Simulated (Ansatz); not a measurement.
**CH6Sn (SMILES [CH3][SnH3]): revPBE/def2-SVP (core potential)**

Aim: the energy change on altering one bond length of CH6Sn at revPBE/def2-SVP (core potential), from 2 runs. 

Program for the calculation: Ansatz 0.2.0.

42 further runs of the same task are left out: 1 that didn't finish, 41 set aside as unsound or not needed.

**1. The system as given**

The species is CH6Sn (8 atoms), meant as a singlet with charge 0. As SMILES, `[CH3][SnH3]`. Geometry: relaxed at PBE0-D4/def2-TZVP.

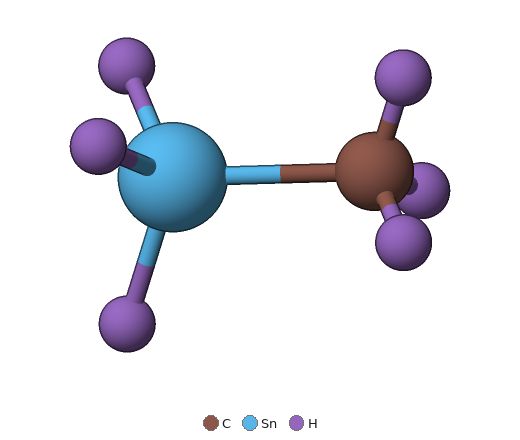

The structure, seen from a chosen angle (carbon brown, tin blue, hydrogen purple).

**2. A single-point energy at revPBE/def2-SVP (core potential)**

Contents of job.yaml:

```yaml
crystal:
  periodic: [false, false, false]
  atoms:
    - {symbol: C, position_ang: [1.094500, 0.367400, -0.110600]}
    - {symbol: Sn, position_ang: [-0.919400, -0.329100, 0.082100]}
    - {symbol: H, position_ang: [1.300500, 0.627700, -1.148800]}
    - {symbol: H, position_ang: [1.789300, -0.411200, 0.204000]}
    - {symbol: H, position_ang: [1.244600, 1.249200, 0.512300]}
    - {symbol: H, position_ang: [-2.012000, 0.886800, -0.417500]}
    - {symbol: H, position_ang: [-1.156700, -1.716400, -0.887800]}
    - {symbol: H, position_ang: [-1.248700, -0.731500, 1.710400]}
basis:
  gaussian: {orbitals: def2-SVP}
hamiltonian: {xc: {name: revPBE}}
accuracy: high
output: {orbitals: {seedname: orbitals}}
```

Launch:

```
ansatz run job.yaml --threads 1 --pin off --max-ram 3480MiB --events-out events.jsonl --progress --plain --runs-dir runs
```

Standard output:

```text
Warning: RAYON_NUM_THREADS=1 ignored (pool sized by the plan → 1); use --threads N
Functional definition: revPBE
  name "revPBE"
  parameter kappa = 1.245
  parameter beta = 0.06672455060314922
  exchange = pbe_x(kappa = kappa, mu = beta*pi^2/3)
  correlation = pbe_c(beta = beta)
1743 factors; integrals over basis functions are off by at most 3.0e-9 eV
mean field evaluation 1: about -6958.4147 eV, gradient 5.2e1 eV
mean field evaluation 2: about -6946.5601 eV, gradient 7.6e1 eV
mean field evaluation 4: about -6965.4458 eV, gradient 2.5e0 eV
mean field evaluation 8: about -6965.4583 eV, gradient 1.8e-2 eV
mean field evaluation 16: about -6965.4583 eV, gradient 9.0e-7 eV
mean field -6965.45827120 eV, -255.9758701094 hartree, gradient 6.0e-8 eV, S^2 0.000000; 0 other end points of the search recorded, 0 dependent functions left out
reference -6965.45827589 eV, -255.9758702818 hartree; 17, 17 occupied and 53, 53 virtual orbitals, 1743 factors
Total energy: -6965.45827589 eV, -255.9758702818 hartree
```

It took 3.6 s on 1 thread of Arm Neoverse V2, shared host; peak memory 0.2 GiB.

**3. The distorted shape, same level**

Contents of job.yaml:

```yaml
crystal:
  periodic: [false, false, false]
  atoms:
    - {symbol: C, position_ang: [1.063595, 0.328349, 0.045154]}
    - {symbol: Sn, position_ang: [-0.950305, -0.368151, 0.237854]}
    - {symbol: H, position_ang: [1.300500, 0.627700, -1.148800]}
    - {symbol: H, position_ang: [1.758395, -0.450251, 0.359754]}
    - {symbol: H, position_ang: [1.213695, 1.210149, 0.668054]}
    - {symbol: H, position_ang: [-2.042905, 0.847749, -0.261746]}
    - {symbol: H, position_ang: [-1.187605, -1.755451, -0.732046]}
    - {symbol: H, position_ang: [-1.279605, -0.770551, 1.866154]}
basis:
  gaussian:
    orbitals: def2-SVP
hamiltonian:
  xc: {name: revPBE}
accuracy: high
output:
  orbitals: {seedname: orbitals}
```

Launch:

```
ansatz run job.yaml --threads 1 --pin off --max-ram 3480MiB --events-out events.jsonl --progress --plain --runs-dir runs
```

Standard output, shortened:

```text
Warning: RAYON_NUM_THREADS=1 ignored (pool sized by the plan → 1); use --threads N
[... 6 set-up lines as earlier in the session ...]
1740 factors; integrals over basis functions are off by at most 3.3e-9 eV
mean field evaluation 1: about -6958.5950 eV, gradient 5.0e1 eV
mean field evaluation 2: about -6946.4766 eV, gradient 7.5e1 eV
mean field evaluation 4: about -6965.1870 eV, gradient 2.5e0 eV
mean field evaluation 8: about -6965.2015 eV, gradient 2.3e-2 eV
mean field evaluation 16: about -6965.2015 eV, gradient 1.0e-6 eV
mean field -6965.20146907 eV, -255.9664328053 hartree, gradient 6.4e-8 eV, S^2 0.000000; 0 other end points of the search recorded, 0 dependent functions left out
reference -6965.20147379 eV, -255.9664329788 hartree; 17, 17 occupied and 53, 53 virtual orbitals, 1740 factors
Total energy: -6965.20147379 eV, -255.9664329788 hartree
```

It took 3.6 s on 1 thread of Arm Neoverse V2, shared host; peak memory 0.2 GiB.

**4. What came out**

Level: revPBE/def2-SVP (core potential).

| quantity | value |
| --- | --- |
| first shape: total energy | -255.97587 Eh |
| first shape: HOMO energy | -7.13 eV |
| first shape: LUMO energy | 0.11 eV |
| first shape: HOMO–LUMO gap | 7.24 eV |
| distorted shape: total energy | -255.96643 Eh |
| distorted shape: HOMO energy | -7.14 eV |
| distorted shape: LUMO energy | -0.02 eV |
| distorted shape: HOMO–LUMO gap | 7.12 eV |
| energy change with the C1–H3 bond stretched from 1.090 to 1.253 Å | 0.257 eV |

**Reading.** With the C1–H3 bond stretched from 1.090 to 1.253 Å the energy rises by 0.26 eV (5.9 kcal/mol). The first shape isn't relaxed at this level, so the change isn't measured from a minimum.
